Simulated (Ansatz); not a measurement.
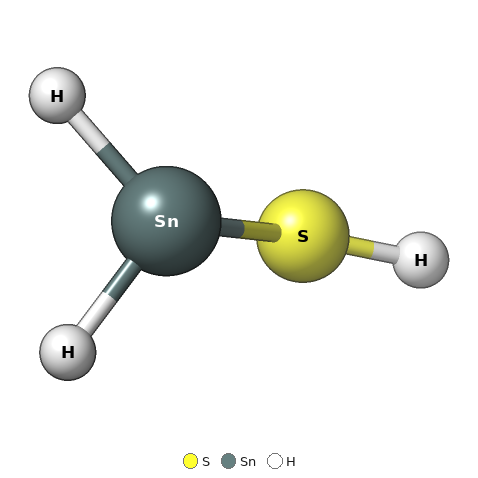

The picture shows the input geometry.

Input file:

```yaml
crystal:
  periodic: [false, false, false]
  atoms:
    - {symbol: S, position_ang: [-2.010209, 0.391071, 1.052876]}
    - {symbol: Sn, position_ang: [0.000154, -0.000039, -0.000066]}
    - {symbol: H, position_ang: [0.059889, 0.380736, -1.705616]}
    - {symbol: H, position_ang: [0.573459, -1.651669, 0.029752]}
    - {symbol: H, position_ang: [-2.800520, 1.178028, 1.831148]}
basis:
  gaussian: {orbitals: def2-SVPD}
total_charge: -1
hamiltonian: {xc: pbe, dispersion: d4}
relax: {f_tol: 0.03, max_steps: 250}
```

Command:

```sh
ansatz run in.yaml --threads 2 --pin off --events-out ev --progress --plain --max-ram 4352MiB
```

What the program printed (its end):

```
815 factors; their error is unknown
mean field -16709.19513258 eV, -614.0515952230 hartree, gradient 1.6e-5 eV, S^2 0.000000; 1 other end points of the search recorded, 0 dependent functions left out
the calculation of the forces begins
reference -16709.19517746 eV, -614.0515968723 hartree; 21, 21 occupied and 62, 62 virtual orbitals, 815 factors
Total energy: -16709.31404697 eV, -614.0559652463 hartree
Atom 0 at    -2.357544     0.115785     0.811723 Å, force    -0.005338    -0.000184    -0.003359 eV/Å
Atom 1 at     0.203710     0.282298     0.173932 Å, force     0.004037     0.007278     0.003379 eV/Å
Atom 2 at    -0.130467     0.308036    -1.617277 Å, force    -0.002791    -0.002043     0.000150 eV/Å
Atom 3 at     0.393914    -1.527329     0.109082 Å, force    -0.001705    -0.001858     0.000654 eV/Å
Atom 4 at    -2.286841     1.119337     1.730634 Å, force     0.005797    -0.003193    -0.000824 eV/Å
Dipole moment:     0.432816     0.271686     0.143159 e Å
```
